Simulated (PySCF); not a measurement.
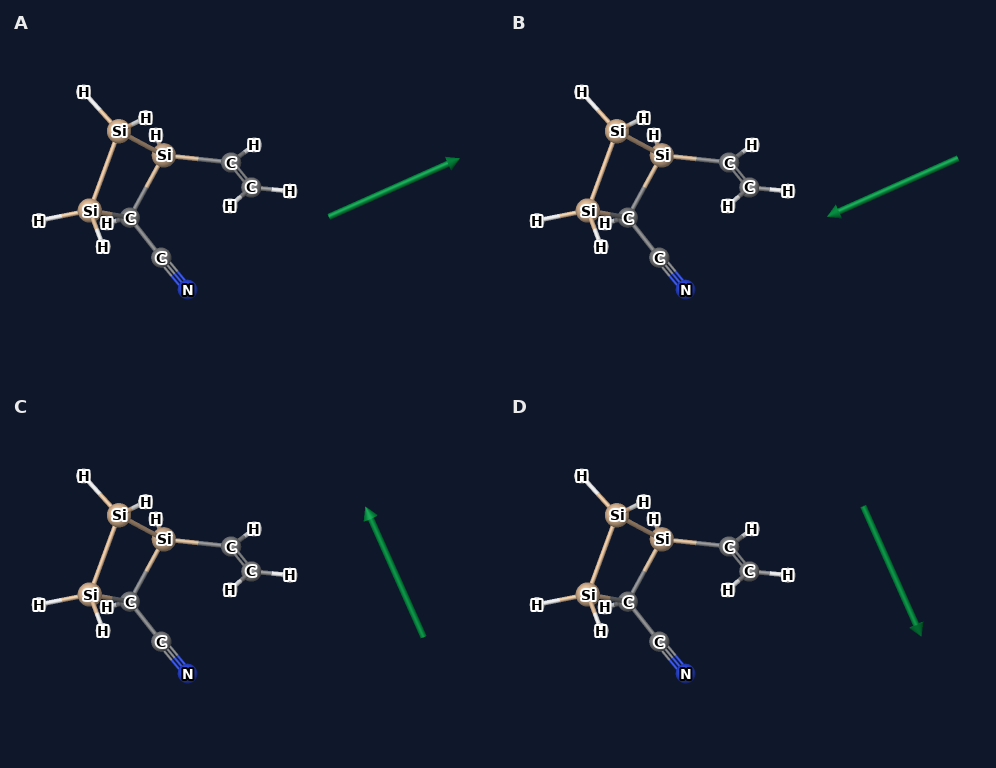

The same molecule four times, each with an arrow. The computed structure is the end point of a GFN2-xTB optimisation. No frequency run is at hand to confirm it as a minimum. Method: PBE0/pcSseg-1, gas phase (PySCF 2.14.0).

### Which arrow points along the dipole moment, from the negative to the positive end?

C. The dipole moment is 4.01 D.

The geometry is semi-empirical. Around Si such bond lengths and angles can be off by a tenth of an ångström or more and by several degrees, and values that hang on the shape move with them.
